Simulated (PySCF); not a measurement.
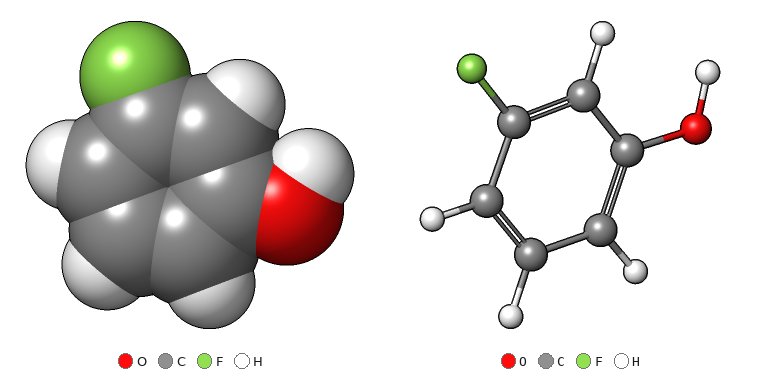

The same structure drawn twice, from different directions.

The computed structure is the end point of a GFN2-xTB optimisation. No frequency run is at hand to confirm it as a minimum.

What is the molecular formula?

Answer. C6H5FO, 13 atoms: 6 carbon, 5 hydrogen, 1 fluorine and 1 oxygen.

Does it have rings?

Answer. Independent rings (smallest set): 1 of 6 members, 1 of them aromatic.

What is its SMILES?

Answer. Oc1cccc(F)c1

Name some functional groups or characteristic bonds that it holds.

Answer. Among them: phenol, C–F bond.

Which point group does it belong to?

Answer. Cs.

More results for the same structure follow; atom numbers are the same in all pictures, views and colours differ.

Shape

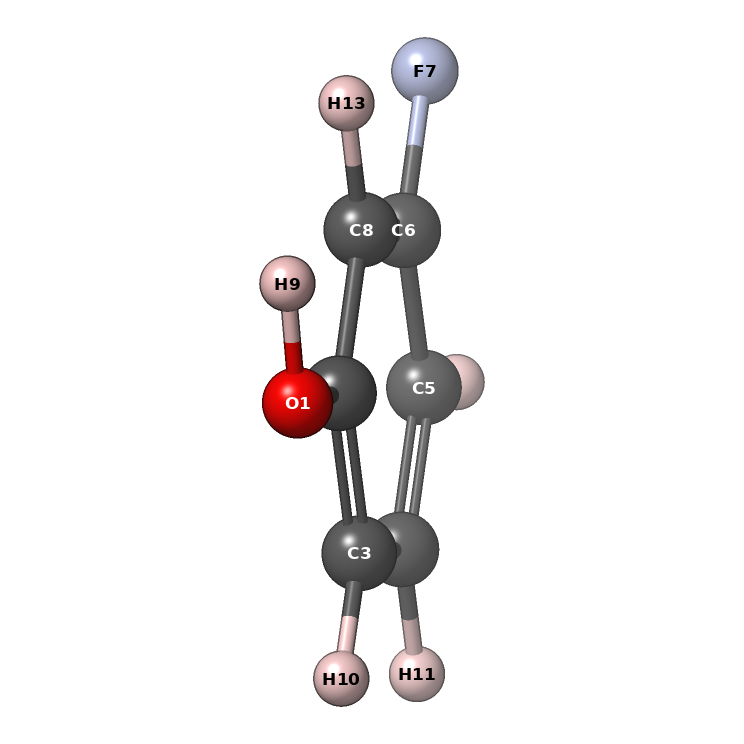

C2 lies behind O1. The molecule seen a little off the O1–C2 bond, O1 in front. Distant atoms are faded towards the background colour. No frequency run is at hand to confirm it as a minimum.

What is the torsion angle H9–O1–C2–C3? The sign is positive where the front bond must turn clockwise to cover the back bond.

Answer. 180°, antiperiplanar (anti).

NMR shielding

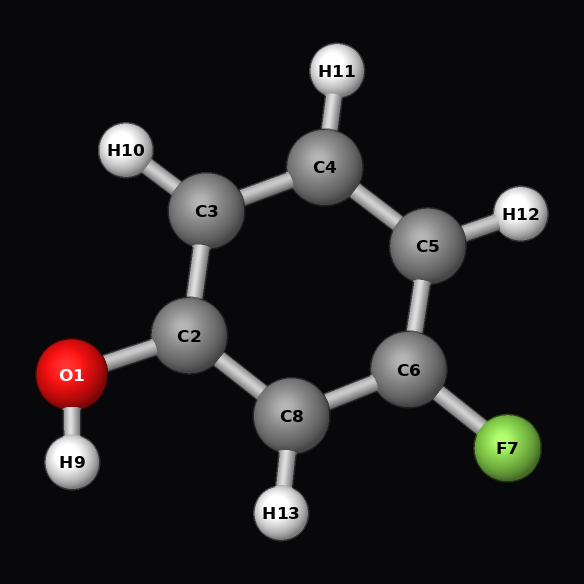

No frequency run is at hand to confirm it as a minimum. Method: GIAO PBE0/pcSseg-1 NMR shielding, non-relativistic, gas phase (PySCF 2.14.0). Principal shieldings σ11 ≤ σ22 ≤ σ33, span Ω = σ33 − σ11, skew κ = 3(σiso − σ22)/Ω.

Give the shielding tensors of the O atoms.

```json
{"atom": "O1", "σ11": "155.1", "σ22": "221.0", "σ33": "244.7", "σiso": "207.0", "Ω": "89.6", "κ": "−0.47"}
```

Shieldings and span in ppm.

Electronic properties

No frequency run is at hand to confirm it as a minimum. Properties computed with PBE0/pcSseg-1, gas phase (PySCF 2.14.0).

Give the dipole moment at this level.

Answer. 0.90 D.

Give the LUMO energy (Kohn–Sham orbital) at this level.

Answer. −0.36 eV.

Give the HOMO energy (Kohn–Sham orbital) at this level.

Answer. −6.81 eV.

Charges

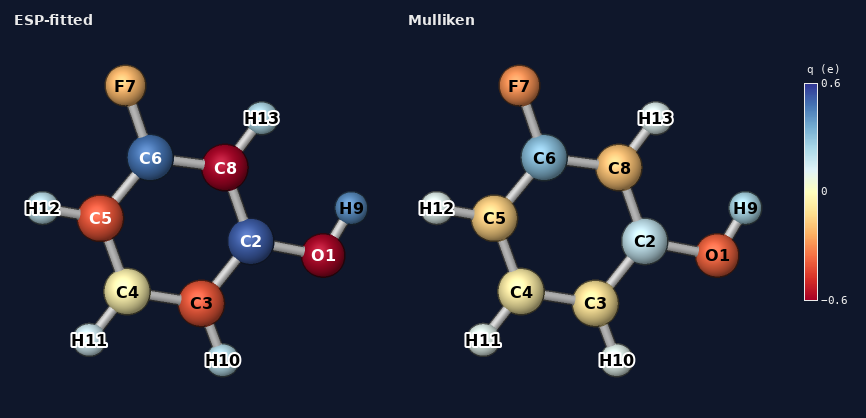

Atomic charges of one calculation by 2 schemes, on one colour scale. No frequency run is at hand to confirm it as a minimum. Level of theory: PBE0/pcSseg-1 (PySCF 2.14.0).

Which scheme gives the most polar picture (largest mean size of the charges)?

Answer. The ESP-fitted charges are the largest in size here.

On which atom do the schemes disagree most?

Answer. On C8 (from −0.59 to −0.19 e).

List the charges (e), one line for each set of equivalent atoms.

| atom | ESP-fitted | Mulliken |
| --- | --- | --- |
| O1 | −0.58 | −0.38 |
| C2 | 0.52 | 0.19 |
| C3 | −0.40 | −0.10 |
| C4 | −0.04 | −0.06 |
| C5 | −0.40 | −0.15 |
| C6 | 0.48 | 0.32 |
| F7 | −0.21 | −0.29 |
| C8 | −0.59 | −0.19 |
| H9 | 0.43 | 0.24 |
| H10 | 0.21 | 0.10 |
| H11 | 0.15 | 0.10 |
| H12 | 0.20 | 0.11 |
| H13 | 0.23 | 0.11 |

Mulliken values depend strongly on the basis set and can even reverse the polarity of a bond.
